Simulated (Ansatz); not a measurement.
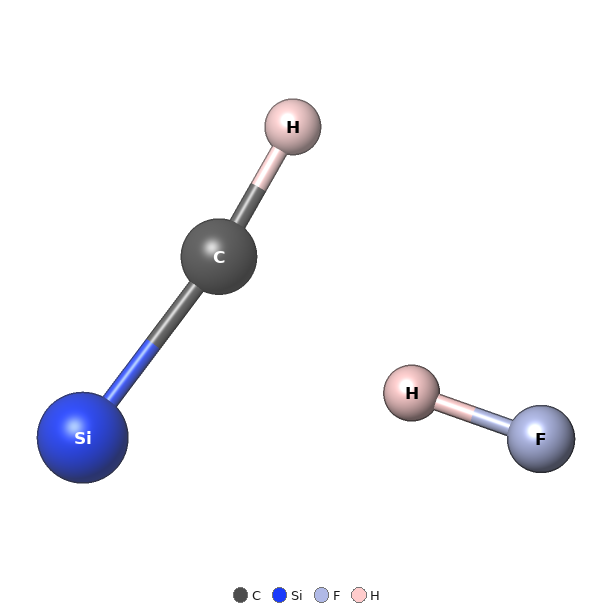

All atoms lie in one plane, which faces the viewer. Charge −1, singlet. Computed geometry: PBE-D4/def2-SVPD optimisation. No frequency run is at hand to confirm it as a minimum.

**Which symmetry elements does this geometry have?**

It has 1 mirror plane, so the point group is Cs. The group has 2 operations. The geometry is achiral, and symmetry allows a dipole moment.
